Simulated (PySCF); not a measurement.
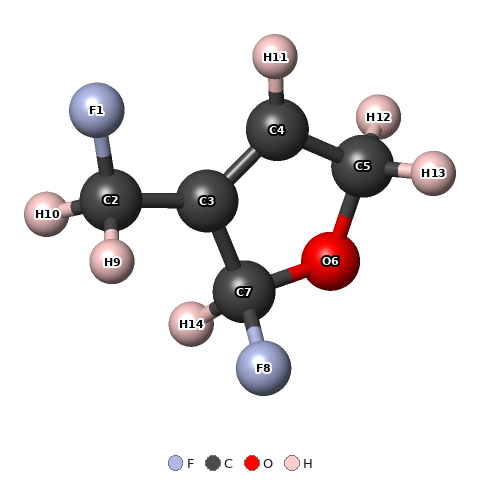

Geometry used (C₅H₆F₂O, SMILES FCC1=CCO[C@H]1F).

GIAO shifts, mPW1PW91/pcSseg-1 in PySCF, at a PBE0-D3(BJ)/def2-SVP geometry (no frequency check), against TMS for ¹³C, CFCl₃ for ¹⁹F and TMS for ¹H computed at the same level (¹⁹F: this reference is a hard case for the method, so all values can be off together by tens of ppm, and differences between signals are safer). Gas phase, fully decoupled, line heights follow the number of nuclei, widths are arbitrary (no quadrupolar broadening); values of one conformer, averaged over methyl-type rotors and exact or near symmetry; other conformers aren't averaged in.

Q: How many ¹³C lines appear, and where?

A: 5 signals.


```
δ (ppm)  nuclei  atoms
  145.0       1     C3
  133.9       1     C4
  116.1       1     C7
   81.0       1     C2
   77.9       1     C5
```

Q: Predict the ¹⁹F spectrum.

A: 2 signals.


| δ (ppm) | nuclei | atoms |
| --- | --- | --- |
| −124.3 | 1 | F8 |
| −255.6 | 1 | F1 |

Q: Predict the ¹H spectrum.

A: 6 signals.


```csv
δ (ppm),nuclei,atoms
6.36,1,H11
6.13,1,H14
5.26,1,H9
5.17,1,H10
4.88,1,H13
4.71,1,H12
```

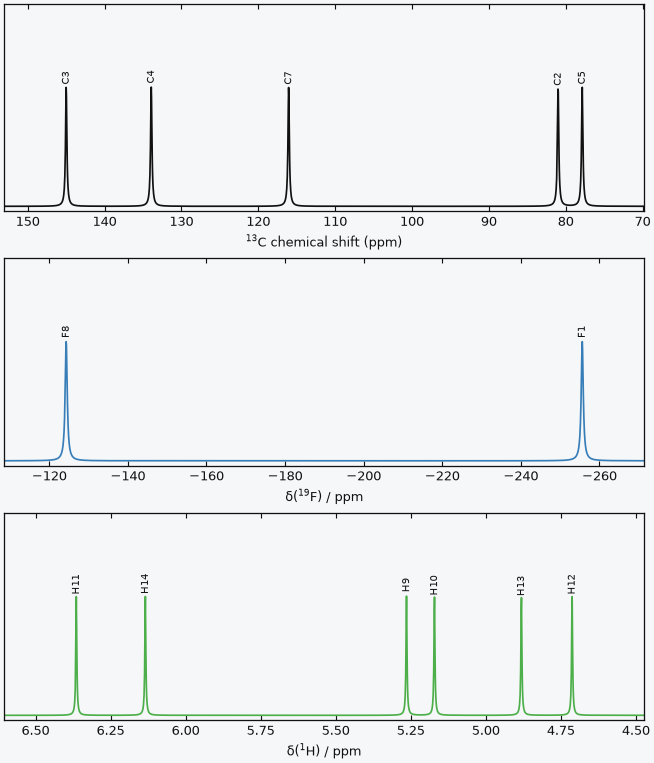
